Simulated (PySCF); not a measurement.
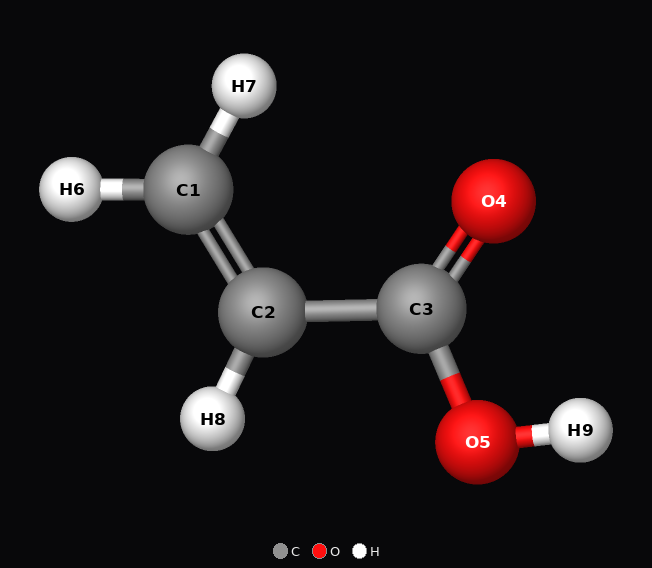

The computed structure is the end point of a PBE0-D3(BJ)/def2-SVP optimisation. No frequency run is at hand to confirm it as a minimum. Method: B3LYP/pcJ-0 indirect spin-spin coupling, non-relativistic, gas phase (PySCF 2.14.0). Isotopes: 13C, 1H, 17O.

Give the spin–spin coupling constants of these pairs, with the number of bonds between them: C1/H6, C2/H8, C3/H9, C1/O4, C1/O5, O4/H8, H7/H8.

```csv
pair,bonds apart,J (Hz)
"C1, H6",1,150.5
"C2, H8",1,156.9
"C3, H9",2,−4.7
"C1, O4",3,−2.1
"C1, O5",3,−3.6
"O4, H8",3,−1.2
"H7, H8",3,17.5
```
